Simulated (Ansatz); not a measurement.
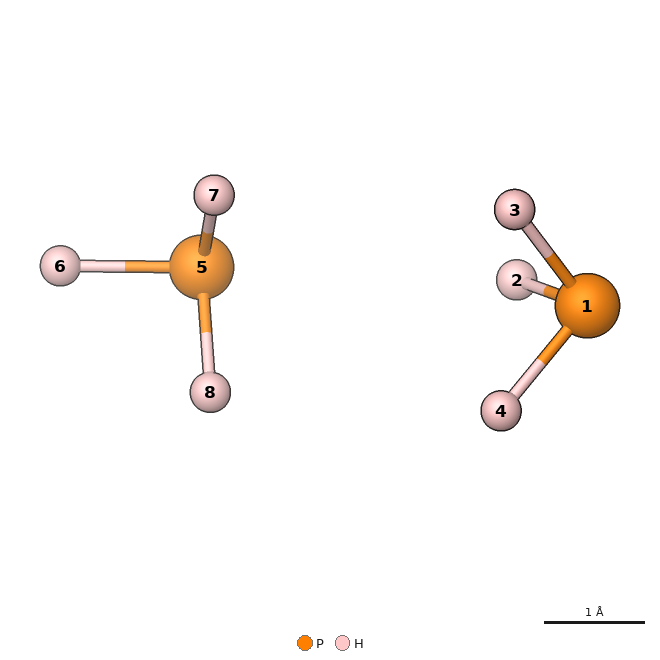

Orthographic view. Depth is shown by fading: the farther an atom, the more it takes the colour of the background. The geometry was computed by an optimisation with PBE0-D4/def2-TZVP.

List the bonded neighbours of every atom.

P1: H2, H3, H4
H2: P1
H3: P1
H4: P1
P5: H6, H7, H8
H6: P5
H7: P5
H8: P5
